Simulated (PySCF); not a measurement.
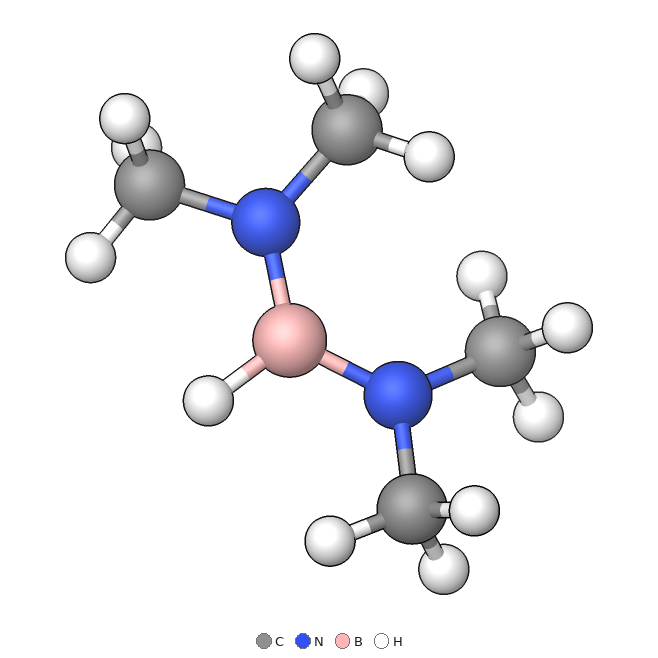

Rendered structure (ball-and-stick style).

The computed structure is the end point of a PBE0-D3(BJ)/def2-SVP optimisation. No frequency run is at hand to confirm it as a minimum.

**Give the formula.**

C₄H₁₃BN₂, 20 atoms: 4 carbon, 13 hydrogen, 1 boron and 2 nitrogen.

**Which point group does it belong to?**

C2.

More results for the same structure follow; atom numbers are the same in all pictures, views and colours differ.

## Geometry

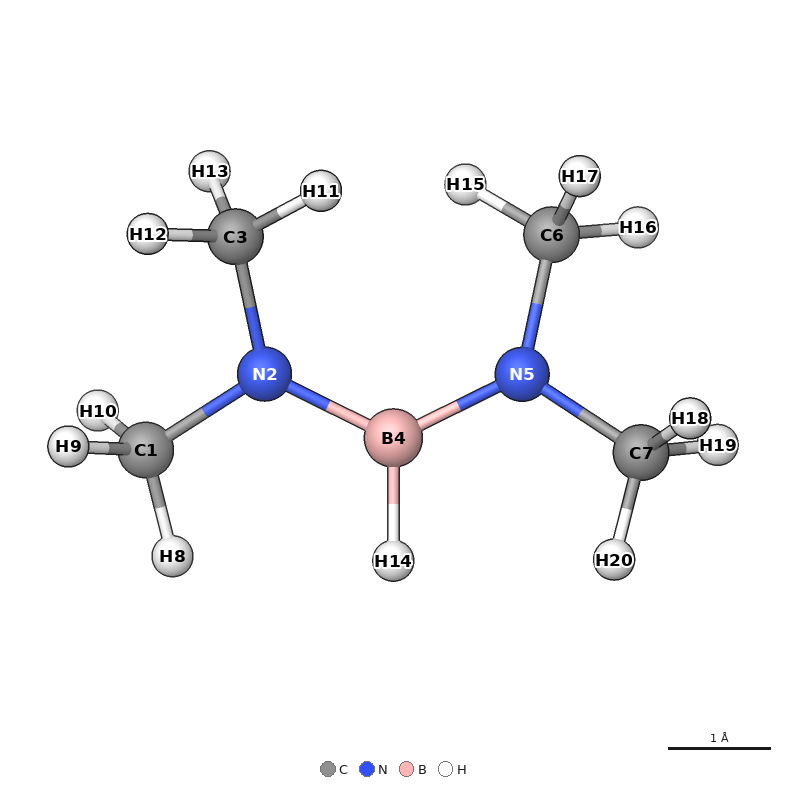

Atoms carry their numbers in the input. No frequency run is at hand to confirm it as a minimum.

Give the bond lengths. Leave out bonds to hydrogen.

```csv
bond,length (Å),order
C1–N2,1.440,single
N2–C3,1.439,single
N2–B4,1.422,single
B4–N5,1.422,single
N5–C6,1.439,single
N5–C7,1.441,single
```

## Levels of theory compared

No frequency run is at hand to confirm it as a minimum. Program: PySCF 2.14.0.

At this fixed geometry, give HOMO energy (eV), dipole (D) at these levels: B3LYP/pcJ-1; HF/pcSseg-1; PBE0/pcSseg-1; PBE0/pcSseg-1 in cyclohexane (IEF-PCM); PBE0/pcSseg-1 in dichloromethane (IEF-PCM); ωB97X-D/def2-SVPD; ωB97X-D/def2-SVPD in cyclohexane (IEF-PCM).

```tsv
level	HOMO energy (eV)	dipole (D)
B3LYP/pcJ-1	−5.63	1.14
HF/pcSseg-1	−8.90	1.01
PBE0/pcSseg-1	−5.83	1.16
PBE0/pcSseg-1 in cyclohexane (IEF-PCM)	−5.81	1.32
PBE0/pcSseg-1 in dichloromethane (IEF-PCM)	−5.82	1.54
ωB97X-D/def2-SVPD	−7.72	1.07
ωB97X-D/def2-SVPD in cyclohexane (IEF-PCM)	−7.69	1.23
```

## Charges

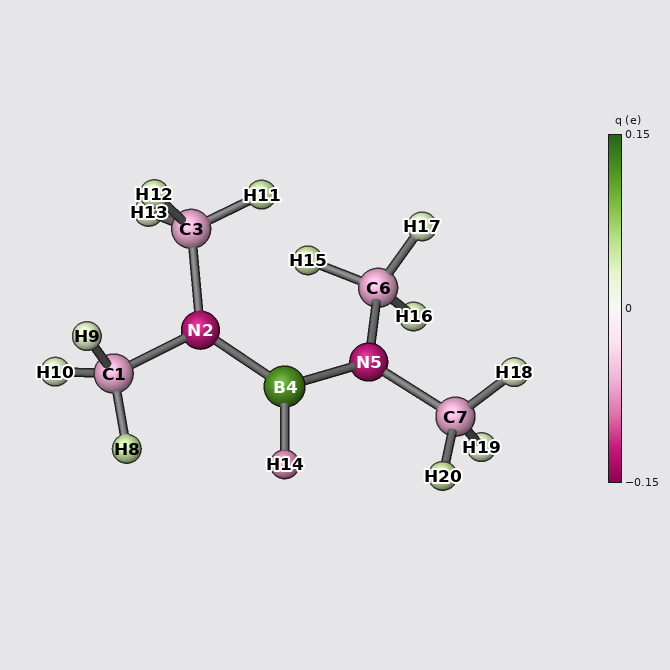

Atoms are coloured by their Hirshfeld charges. No frequency run is at hand to confirm it as a minimum. Method: PBE0/pcSseg-1, gas phase (PySCF 2.14.0).

**Which atom carries the highest charge (most positive or least negative)?**

B4 (0.12 e).

**And the lowest?**

N2, N5 (−0.12 e).

List the Hirshfeld charges.

| atom | value (e) |
| --- | --- |
| C1 | −0.06 |
| N2 | −0.12 |
| C3 | −0.06 |
| B4 | 0.12 |
| N5 | −0.12 |
| C6 | −0.06 |
| C7 | −0.06 |
| H8 | 0.05 |
| H9 | 0.03 |
| H10 | 0.03 |
| H11 | 0.04 |
| H12 | 0.04 |
| H13 | 0.03 |
| H14 | −0.08 |
| H15 | 0.04 |
| H16 | 0.04 |
| H17 | 0.03 |
| H18 | 0.03 |
| H19 | 0.03 |
| H20 | 0.05 |

## Core levels

No frequency run is at hand to confirm it as a minimum. Method: delta-SCF UKS SCAN, pcX-2 on the ionised atom, pcseg-1 elsewhere, spin-free X2C (PySCF 2.14.0).

Give the core-electron binding energies (to vacuum) of C1 1s, N2 1s, B4 1s.

| atom | level | binding energy (eV) |
| --- | --- | --- |
| C1 | 1s | 291.2 |
| N2 | 1s | 404.2 |
| B4 | 1s | 194.7 |

## Spin–spin coupling

No frequency run is at hand to confirm it as a minimum. Level of theory: B3LYP/pcJ-1 indirect spin-spin coupling, non-relativistic, gas phase (PySCF 2.14.0). Isotopes: 11B, 13C, 1H, 15N.

Give the spin–spin coupling constants of these pairs, with the number of bonds between them: N2/C3, N2/B4, N5/C7, N5/C6, B4/C7, N2/C7, B4/H13, B4/H18, B4/H10, B4/H16, B4/H8, B4/H17.

```
   pair  bonds apart  J (Hz)
 N2, C3            1   −11.1
 N2, B4            1   −35.2
 N5, C7            1   −12.4
 N5, C6            1   −11.1
 B4, C7            2     6.8
 N2, C7            3    −1.9
B4, H13            3     1.0
B4, H18            3     2.5
B4, H10            3     2.4
B4, H16            3     2.5
 B4, H8            3     4.9
B4, H17            3     1.1
```
